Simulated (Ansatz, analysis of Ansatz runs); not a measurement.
# Can an added hole hop between O atoms in GdClO (P4/nmm)?, part 2 of 3

Aim: the energy barrier that a trapped hole meets when it moves from one O atom to another one nearby in GdClO (P4/nmm). The model is a cell of 48 host atoms.

Ansatz 0.2.0; plane-wave PAW DFT, PBEsol+U; relaxation of all atoms of a supercell at fixed charge in a uniform background; PAW set soft_1.

So far. Step 2 (The cell without the carrier): The largest displacement from an ideal site is 0.017 Å.

## (3) The hole on the first site

The nearest neighbour or neighbours of the site start displaced and the site's starting moment is changed by the carrier's spin, since a carrier doesn't trap itself in the undistorted lattice.

Contents of A.relax/input.yaml:

```yaml
crystal:
  lattice:
    - [7.85696959, 0.0, 0.0]
    - [0.0, 7.85696959, 0.0]
    - [0.0, 0.0, 13.26117039]
  atoms:
    - { symbol: Gd, position: [0.000745, 0.250236, 0.412577], spin: 7.0 }
    - { symbol: Gd, position: [0.250659, 0.000698, 0.087159], spin: -7.0 }
    - { symbol: Cl, position: [0.250422, 0.00022, 0.311981] }
    - { symbol: Cl, position: [0.001112, 0.251269, 0.187742] }
    - { symbol: O, position: [0.00068, 0.000609, -9.8e-05] }
    - { symbol: O, position: [0.250656, 0.250625, -0.000307] }
    - { symbol: Gd, position: [0.000592, 0.250542, 0.912472], spin: 7.0 }
    - { symbol: Gd, position: [0.250875, 0.000372, 0.587285], spin: -7.0 }
    - { symbol: Cl, position: [0.250861, 0.000142, 0.81194] }
    - { symbol: Cl, position: [0.001254, 0.25047, 0.687798] }
    - { symbol: O, position: [0.000898, 0.00031, 0.499999] }
    - { symbol: O, position: [0.250821, 0.250292, 0.499831] }
    - { symbol: Gd, position: [0.000889, 0.750309, 0.412639], spin: 7.0 }
    - { symbol: Gd, position: [0.250603, 0.500552, 0.087153], spin: -7.0 }
    - { symbol: Cl, position: [0.251329, 0.500919, 0.312052] }
    - { symbol: Cl, position: [0.000534, 0.749993, 0.187811] }
    - { symbol: O, position: [0.000695, 0.500592, -0.00025] }
    - { symbol: O, position: [0.250669, 0.750628, -8.6e-05] }
    - { symbol: Gd, position: [0.000794, 0.750574, 0.912502], spin: 7.0 }
    - { symbol: Gd, position: [0.228765, 0.500211, 0.594879], spin: -7.0 }
    - { symbol: Cl, position: [0.251017, 0.500807, 0.811956] }
    - { symbol: Cl, position: [0.000687, 0.750392, 0.687828] }
    - { symbol: O, position: [0.000784, 0.500266, 0.4999] }
    - { symbol: O, position: [0.250862, 0.750316, 0.500047] }
    - { symbol: Gd, position: [0.500898, 0.22824, 0.405035], spin: 7.0 }
    - { symbol: Gd, position: [0.75059, 0.000627, 0.087155], spin: -7.0 }
    - { symbol: Cl, position: [0.751223, 0.00093, 0.311914] }
    - { symbol: Cl, position: [0.500465, 0.250377, 0.187699] }
    - { symbol: O, position: [0.500649, 0.000699, -0.000202] }
    - { symbol: O, position: [0.750688, 0.250684, -6.6e-05] }
    - { symbol: Gd, position: [0.50073, 0.250715, 0.912499], spin: 7.0 }
    - { symbol: Gd, position: [0.75088, 0.000113, 0.587298], spin: -7.0 }
    - { symbol: Cl, position: [0.751017, 0.000755, 0.812027] }
    - { symbol: Cl, position: [0.50062, 0.250359, 0.687781] }
    - { symbol: O, position: [0.500878, 0.000229, 0.499903] }
    - { symbol: O, position: [0.750873, 0.250225, 0.500064] }
    - { symbol: Gd, position: [0.500773, 0.772167, 0.405002], spin: 7.0 }
    - { symbol: Gd, position: [0.750703, 0.500791, 0.087169], spin: -7.0 }
    - { symbol: Cl, position: [0.750306, 0.500315, 0.312079] }
    - { symbol: Cl, position: [0.501037, 0.750888, 0.187726] }
    - { symbol: O, position: [0.500673, 0.500686, -0.000132] }
    - { symbol: O, position: [0.750715, 0.75071, -0.000286] }
    - { symbol: Gd, position: [0.500618, 0.750689, 0.912486], spin: 7.0 }
    - { symbol: Gd, position: [0.772866, 0.500238, 0.594967], spin: -7.0 }
    - { symbol: Cl, position: [0.750832, 0.500151, 0.812047] }
    - { symbol: Cl, position: [0.501251, 0.750621, 0.687828] }
    - { symbol: O, position: [0.500857, 0.500255, 0.500065], spin: 1.0 }
    - { symbol: O, position: [0.750865, 0.750239, 0.499892] }
total_charge: 1
basis:
  ecutwfc: 420
  xc_grid: 2
hamiltonian:
  xc: pbesol
  hubbard:
    sites: [{ species: Gd, l: f, u_eff: 6.0 }, { species: O, l: p, u_eff: 5.0 }]
    projectors: ortho-atomic
  pseudopotentials: { kind: paw, azcp: { folder: soft_1 }, xc_functional: pbe }
kpoints:
  mp_grid: { grid: [1, 1, 1] }
magnetization:
  spin_polarized: true
  initial_magnetization: 1
  spin_locking: { lock_magnetization: hard }
scf:
  occupations: { method: fermi_dirac, width: 0.01 }
  max_iter: 120
  lower_state_search: "off"
output:
  forces: true
relax:
  f_tol: 0.015
  max_steps: 70
  escape_saddle: false
checkpoint:
  write: "../A.relax.run"
  compress: false
  write_wavefunctions: true
  write_every: 100000
```

The run is started by

```console
$ ansatz run input.yaml --threads 4 --pin off --max-ram 17899MiB --backend cpu --events-out ev --progress --plain --runs-dir out
```

Numbers of over 12 decimals in the logs are rounded to 6 here.

Log:

```text
[...]
Crystal: 48 atoms, lattice volume = 818.638 Å³
Basis set: ecut = 420 eV, 15981 PW (Γ), exchange–correlation on 108×108×180 points (8 copies of the dense FFT grid, shifted against one another)
Bands: 298, of which v1, the nominal top of the filled ones, is band 248 counted from 1 (247 counted from 0)
Symmetry: 1 space group operations
[...]
k-points: 1
[...]
Starting moments: Σ|m| = 113 μB on 17 of 48 sites
[...]
SCF iter   1: F=—  HF=-173644.187902 eV  |F-HF|=—  |Δ(HF+E_count)|=         —  Δρ=1.97e-1 (↑1.95e-1 ↓1.97e-1)  dr2=2.61e2  dr2_m=2.67e2  M=1.000 μB ∫|m|=111.534 μB  β_m=0.30  ethr=3.10e-3  ⟨swp⟩=5.0  Hψ=2086  notcnv=0
[...]
spin=Collinear: Kerker preconditioning applied to the charge; magnetization (m = ρ↑ − ρ↓) channel mixes plain (no charge-response kernel on spin).
SCF iter   2: F=—  HF=-173659.628457 eV  |F-HF|=—  |Δ(HF+E_count)|=    1.54e1  Δρ=1.57e-1 (↑1.57e-1 ↓1.56e-1)  dr2=5.70e1  dr2_m=1.78e2  M=1.000 μB ∫|m|=116.444 μB  β_m=0.65  ethr=3.10e-3  ⟨swp⟩=6.0  Hψ=1403  notcnv=0  defer=5
[...]
SCF iter  15: F=-173676.792264 eV  HF=-173676.792265 eV  |F-HF|=6.08e-7  |Δ(HF+E_count)|=   2.44e-6  Δρ=8.44e-6 (↑7.65e-6 ↓8.44e-6)  dr2=1.94e-6  dr2_m=4.24e-8  M=1.000 μB ∫|m|=114.341 μB  ethr=1.14e-9  ⟨swp⟩=5.0  Hψ=2387  notcnv=0
SCF 1, on 298 bands, converged in 15 iterations: F = -173676.792264 eV; the run's SCF on all bands comes behind
[...]
Bands: 334, of which v1, the nominal top of the filled ones, is band 248 counted from 1 (247 counted from 0)
[...]
SCF iter   2: F=-173676.792265 eV  HF=-173676.792265 eV  |F-HF|=3.48e-8  |Δ(HF+E_count)|=   1.17e-7  Δρ=5.34e-6 (↑4.43e-6 ↓5.34e-6)  dr2=8.65e-7  dr2_m=2.64e-8  M=1.000 μB ∫|m|=114.341 μB  ethr=3.91e-10  ⟨swp⟩=4.0  Hψ=2160  notcnv=0
SCF 2 converged in 2 iterations: F = -173676.792265 eV  dr2 = 8.65e-7
relax step   1: F+E_penalty+E_count = -173676.79226458 eV  Δ(F+E_penalty+E_count) = +0.000e0 eV  max|allowed force component| = 1.622e0 eV/Å  Δτ_max = 0.0000 Å  (17 SCF iters, dr2 threshold 5.63e-6 eV, accepted)
[...]
relax step   2: F+E_penalty+E_count = -173676.86484609 eV  Δ(F+E_penalty+E_count) = -7.258e-2 eV  max|allowed force component| = 1.369e0 eV/Å  Δτ_max = 0.1956 Å  (7 SCF iters, dr2 threshold 1.00e-4 eV, accepted)
relax step   3: F+E_penalty+E_count = -173677.23261187 eV  Δ(F+E_penalty+E_count) = -3.678e-1 eV  max|allowed force component| = 3.078e-1 eV/Å  Δτ_max = 0.0766 Å  (7 SCF iters, dr2 threshold 1.00e-4 eV, accepted)
relax step   4: F+E_penalty+E_count = -173677.24697306 eV  Δ(F+E_penalty+E_count) = -1.436e-2 eV  max|allowed force component| = 6.993e-2 eV/Å  Δτ_max = 0.0218 Å  (6 SCF iters, dr2 threshold 5.92e-6 eV, accepted)
relax step   5: F+E_penalty+E_count = -173677.24973352 eV  Δ(F+E_penalty+E_count) = -2.760e-3 eV  max|allowed force component| = 4.503e-2 eV/Å  Δτ_max = 0.0079 Å  (6 SCF iters, dr2 threshold 3.06e-7 eV, accepted)
relax step   6: F+E_penalty+E_count = -173677.25260167 eV  Δ(F+E_penalty+E_count) = -2.868e-3 eV  max|allowed force component| = 2.301e-2 eV/Å  Δτ_max = 0.0202 Å  (7 SCF iters, accepted)
relax step   7: F+E_penalty+E_count = -173677.25499336 eV  Δ(F+E_penalty+E_count) = -2.392e-3 eV  max|allowed force component| = 4.357e-2 eV/Å  Δτ_max = 0.0225 Å  (8 SCF iters, accepted)
relax step   8: F+E_penalty+E_count = -173677.25675435 eV  Δ(F+E_penalty+E_count) = -1.761e-3 eV  max|allowed force component| = 3.592e-2 eV/Å  Δτ_max = 0.0229 Å  (6 SCF iters, dr2 threshold 4.96e-7 eV, accepted)
relax step   9: F+E_penalty+E_count = -173677.25700530 eV  Δ(F+E_penalty+E_count) = -2.509e-4 eV  max|allowed force component| = 2.747e-2 eV/Å  Δτ_max = 0.0139 Å  (6 SCF iters, dr2 threshold 8.77e-7 eV, accepted)
relax step  10: F+E_penalty+E_count = -173677.25727146 eV  Δ(F+E_penalty+E_count) = -2.662e-4 eV  max|allowed force component| = 1.228e-2 eV/Å  Δτ_max = 0.0064 Å  (6 SCF iters, dr2 threshold 4.41e-7 eV, accepted)
[...]
SCF iter   2: F=-173677.257271 eV  HF=-173677.257271 eV  |F-HF|=4.37e-9  |Δ(HF+E_count)|=   1.92e-9  Δρ=1.07e-6 (↑1.01e-6 ↓1.07e-6)  dr2=2.99e-8  dr2_m=2.90e-9  M=1.000 μB ∫|m|=114.351 μB  ethr=9.92e-12  ⟨swp⟩=3.5  Hψ=1613  notcnv=0
SCF 12 converged in 2 iterations: F = -173677.257271 eV  dr2 = 2.99e-8
relax step  11: F+E_penalty+E_count = -173677.25727147 eV  Δ(F+E_penalty+E_count) = -7.974e-9 eV  max|allowed force component| = 1.229e-2 eV/Å  Δτ_max = 0.0000 Å  (2 SCF iters, accepted)
NSCF: frozen V_eff on 1 k-points
[...]
SCF converged after 2 iterations
Magnetization: 1.0000 μB (248.0000 up, 247.0000 down)
Absolute magnetization: 114.3686 μB (∫|ρ↑−ρ↓|, with the PAW one-centre terms)
[...]
Per-site moments (μB) at R_I (Å): [(6.859696, 0.943923), (-6.854036, 0.938471), (-0.00763408, 1.210973), [... 45 left out ...]
Free energy (F): -173677.257271 eV
[...]
Internal energy: -173677.257271 eV  (E = F + TS)
E sigma→0 (E₀):  -173677.257271 eV
Fermi energy:    9.449998 (↑ 11.236217, ↓ 9.446326) eV
[...]
--- Forces (eV/Å), atoms counted from 1 ---
  atom   1  Gd    -0.00012428    -0.00500527    -0.00475291
  atom   2  Gd     0.00477034     0.00023143     0.01056876
  [... 9 atoms left out ...]
  atom  12  O      0.00256439     0.00549160     0.00063029
  [... 10 atoms left out ...]
  atom  23  O     -0.00005023     0.00005313     0.00034332
  [... 1 atom left out ...]
  atom  25  Gd     0.00040887     0.00194138     0.00013186
  [... 8 atoms left out ...]
  atom  34  Cl     0.00000624     0.00053259     0.00591833
  atom  35  O      0.00002021     0.00005359     0.00573557
  atom  36  O     -0.00237597     0.00530497     0.00045230
  [... 2 atoms left out ...]
  atom  39  Cl     0.00022939    -0.00007715     0.00287051
  [... 4 atoms left out ...]
  atom  44  Gd     0.00081436     0.00023056    -0.01222432
  [... 2 atoms left out ...]
  atom  47  O     -0.00012518     0.00000920    -0.00859771
  atom  48  O     -0.00259701    -0.00538596     0.00070825
  max |Σ_I F_I| component: 4.91e-5 eV/Å
--- Band table (eV) ---
[...]
Occupation matrices written to <dir>
--- Relaxed structure (11 steps of the walk, 11 accepted, 0 SCFs on fresh bases) ---
  F+E_penalty+E_count = -173677.25727147 eV   max|allowed force component| = 1.229e-2 eV/Å
  atoms:
    - { symbol: Gd, position: [0.000815, 0.254537, 0.413424] }
    - { symbol: Gd, position: [0.249173, 0.000487, 0.086496] }
    [... 9 atoms left out ...]
    - { symbol: O, position: [0.255930, 0.256799, 0.500514] }
    [... 10 atoms left out ...]
    - { symbol: O, position: [0.000798, 0.500473, 0.505856] }
    [... 1 atom left out ...]
    - { symbol: Gd, position: [0.500837, 0.238406, 0.405675] }
    [... 8 atoms left out ...]
    - { symbol: Cl, position: [0.500778, 0.264029, 0.685609] }
    - { symbol: O, position: [0.500800, 0.000474, 0.500632] }
    - { symbol: O, position: [0.745739, 0.256718, 0.500525] }
    [... 2 atoms left out ...]
    - { symbol: Cl, position: [0.757794, 0.500450, 0.313956] }
    [... 4 atoms left out ...]
    - { symbol: Gd, position: [0.758814, 0.500440, 0.595752] }
    [... 2 atoms left out ...]
    - { symbol: O, position: [0.500849, 0.500474, 0.486789] }
    - { symbol: O, position: [0.745690, 0.744171, 0.500508] }
```

Run time: 2.8 min. Hardware: 4 threads of Arm Neoverse V2, shared host; peak memory 1.8 GiB.

Relaxation path:

```
step  energy less that of the first step (eV)  largest force component (eV/Å)
   1                                   0.0000                          1.6218
   2                                  -0.0726                          1.3688
   3                                  -0.4403                          0.3078
   4                                  -0.4547                          0.0699
   5                                  -0.4575                          0.0450
   6                                  -0.4603                          0.0230
   7                                  -0.4627                          0.0436
   8                                  -0.4645                          0.0359
   9                                  -0.4647                          0.0275
  10                                  -0.4650                          0.0123
  11                                  -0.4650                          0.0123
```

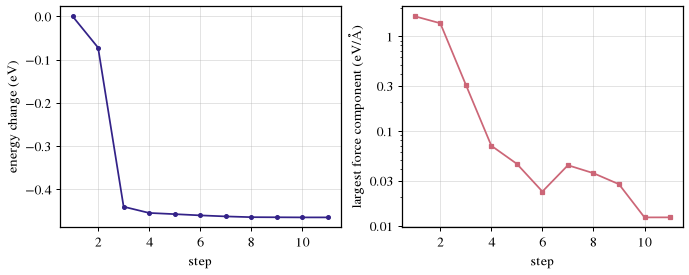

Energy and largest force along the relaxation.

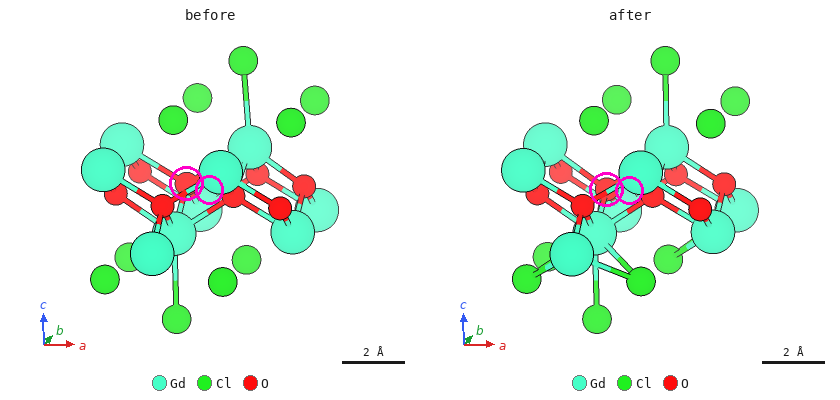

Before and after: the atoms that start within 5 Å of the centre. O47, which moves most, is ringed if it is among them. A ring with no atom in it marks the empty centre. Bonds to atoms that aren't drawn are left out.

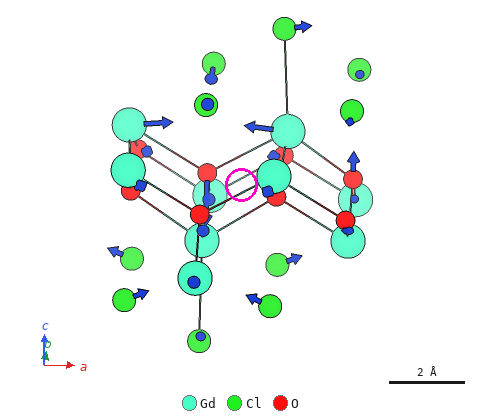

Displacements in the relaxation near the centre, exaggerated; the longest in the cell stands for 0.18 Å. A ring marks the centre wherever it is empty. Bonds to atoms that aren't drawn are left out.

The atoms that moved most (Å):

```
atom      dx      dy      dz  length
 O47   0.000   0.002  -0.176   0.176
Cl46  -0.003  -0.108  -0.029   0.112
Cl34   0.001   0.107  -0.029   0.111
Gd44  -0.110   0.002   0.010   0.111
Gd20   0.110   0.002   0.012   0.111
Gd25   0.000   0.080   0.008   0.080
 O23   0.000   0.002   0.079   0.079
Gd37   0.000  -0.076   0.009   0.076
```

The moves above count from the input, in which the site's nearest neighbours were already displaced; the distances below compare with the cell without the carrier.

Distances from O47 without and with the hole:

```
atom  without (Å)  with (Å)
Gd20         2.28      2.49
Gd44         2.28      2.49
Gd37         2.28      2.32
Gd25         2.28      2.32
 O48         2.78      2.72
 O12         2.78      2.72
 O36         2.78      2.72
 O24         2.78      2.72
```

The largest changes of the moments are 0.74 μB on O47, 0.04 μB on O12 and 0.04 μB on O48. The largest part sits on the chosen site.

## (4) The hole on the second site

The same start is made on the second site, to get the end of the hop.

Contents of B.relax/input.yaml:

```yaml
crystal:
  lattice:
    - [7.85696959, 0.0, 0.0]
    - [0.0, 7.85696959, 0.0]
    - [0.0, 0.0, 13.26117039]
  atoms:
    - { symbol: Gd, position: [0.022764, 0.250236, 0.404961], spin: 7.0 }
    - { symbol: Gd, position: [0.250659, 0.000698, 0.087159], spin: -7.0 }
[... 22 atom lines left out ...]
    - { symbol: Gd, position: [0.478879, 0.250258, 0.405035], spin: 7.0 }
[... 8 atom lines left out ...]
    - { symbol: Cl, position: [0.50062, 0.250359, 0.687781] }
[... 1 atom line left out ...]
    - { symbol: O, position: [0.750873, 0.250225, 0.500064], spin: 1.0 }
[... 2 atom lines left out ...]
    - { symbol: Cl, position: [0.750306, 0.500315, 0.312079] }
[... 4 atom lines left out ...]
    - { symbol: Gd, position: [0.750847, 0.522257, 0.594967], spin: -7.0 }
[... 2 atom lines left out ...]
    - { symbol: O, position: [0.500857, 0.500255, 0.500065] }
    - { symbol: O, position: [0.750865, 0.750239, 0.499892] }
total_charge: 1
basis:
  ecutwfc: 420
  xc_grid: 2
hamiltonian:
  xc: pbesol
  hubbard:
    sites: [{ species: Gd, l: f, u_eff: 6.0 }, { species: O, l: p, u_eff: 5.0 }]
    projectors: ortho-atomic
  pseudopotentials: { kind: paw, azcp: { folder: soft_1 }, xc_functional: pbe }
kpoints:
  mp_grid: { grid: [1, 1, 1] }
magnetization:
  spin_polarized: true
  initial_magnetization: 1
  spin_locking: { lock_magnetization: hard }
scf:
  occupations: { method: fermi_dirac, width: 0.01 }
  max_iter: 120
  lower_state_search: "off"
output:
  forces: true
relax:
  f_tol: 0.015
  max_steps: 70
  escape_saddle: false
checkpoint:
  write: "../B.relax.run"
  compress: false
  write_wavefunctions: true
  write_every: 100000
```

Log:

```text
[...]
Crystal: 48 atoms, lattice volume = 818.638 Å³
Basis set: ecut = 420 eV, 15981 PW (Γ), exchange–correlation on 108×108×180 points (8 copies of the dense FFT grid, shifted against one another)
Bands: 298, of which v1, the nominal top of the filled ones, is band 248 counted from 1 (247 counted from 0)
Symmetry: 1 space group operations
[...]
k-points: 1
[...]
Starting moments: Σ|m| = 113 μB on 17 of 48 sites
[...]
SCF iter   1: F=—  HF=-173644.183901 eV  |F-HF|=—  |Δ(HF+E_count)|=         —  Δρ=1.97e-1 (↑1.95e-1 ↓1.97e-1)  dr2=2.60e2  dr2_m=2.67e2  M=1.000 μB ∫|m|=111.549 μB  β_m=0.30  ethr=3.10e-3  ⟨swp⟩=5.5  Hψ=2132  notcnv=0
[...]
--- Relaxed structure (11 steps of the walk, 11 accepted, 0 SCFs on fresh bases) ---
  F+E_penalty+E_count = -173677.25730896 eV   max|allowed force component| = 9.999e-3 eV/Å
  atoms:
    - { symbol: Gd, position: [0.012851, 0.250875, 0.405649] }
    - { symbol: Gd, position: [0.250760, -0.001099, 0.086504] }
    [... 9 atoms left out ...]
    - { symbol: O, position: [0.250797, 0.250468, 0.500597] }
    [... 10 atoms left out ...]
    - { symbol: O, position: [-0.005205, 0.495620, 0.500569] }
    [... 1 atom left out ...]
    - { symbol: Gd, position: [0.488742, 0.250050, 0.405649] }
    [... 8 atoms left out ...]
    - { symbol: Cl, position: [0.514329, 0.250590, 0.685616] }
    - { symbol: O, position: [0.506742, 0.005267, 0.500556] }
    - { symbol: O, position: [0.750795, 0.250354, 0.486785] }
    [... 2 atoms left out ...]
    - { symbol: Cl, position: [0.751051, 0.507469, 0.313928] }
    [... 4 atoms left out ...]
    - { symbol: Gd, position: [0.751108, 0.508534, 0.595748] }
    [... 2 atoms left out ...]
    - { symbol: O, position: [0.507417, 0.495070, 0.500453] }
    - { symbol: O, position: [0.750797, 0.750477, 0.505815] }
[key lines of the parts left out:]
SCF converged after 3 iterations
Magnetization: 1.0000 μB (248.0000 up, 247.0000 down)
Free energy (F): -173677.257309 eV
Fermi energy:    9.449796 (↑ 11.236269, ↓ 9.446135) eV
```

Elapsed: 2.7 min, on 4 threads; peak memory 1.8 GiB; 11 min of CPU time.

Distances from O36 without and with the hole:

| atom | without (Å) | with (Å) |
| --- | --- | --- |
| Gd44 | 2.28 | 2.49 |
| Gd32 | 2.28 | 2.49 |
| Gd1 | 2.28 | 2.32 |
| Gd25 | 2.28 | 2.32 |
| O11 | 2.78 | 2.72 |
| O47 | 2.78 | 2.72 |
| O35 | 2.78 | 2.72 |
| O23 | 2.78 | 2.72 |

The largest changes of the moments are 0.74 μB on O36, 0.05 μB on O47 and 0.05 μB on O11. The largest part sits on the chosen site.

(Continued in part 3 of 3.)

[Logs are printed without paths, hosts, clocks, repeated set-up lines and the standing remarks that a program may print on its own settings, such as how far it seeks lower states.]

[Hosts, paths, dates, database ids (printed as entryN), source tags and the programs' standing remarks are cut or masked in the printed files.]
